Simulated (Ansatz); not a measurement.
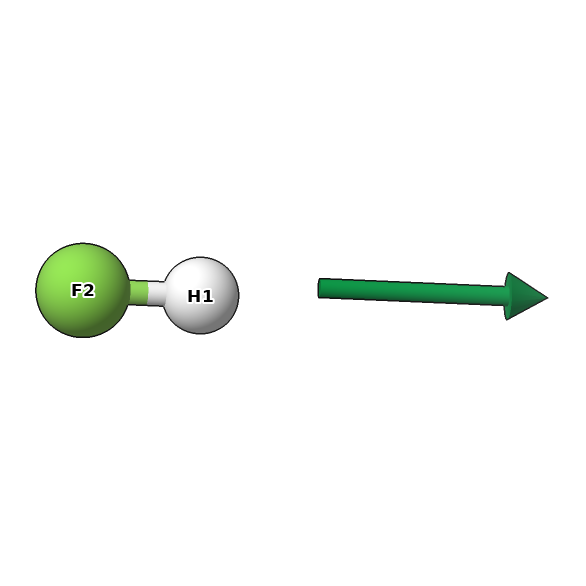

The arrow beside the molecule shows the direction of the dipole moment, from the negative to the positive end (its length means nothing). Computed geometry: PBE0-D4/def2-TZVP optimisation. Level of theory: RKS PBE0-D4/def2-TZVP (Ansatz 0.2.0).

> Estimate the dipole moment.

1.93 D; it points from the side of F2 to the side of H1 (the outermost atoms at the two ends).
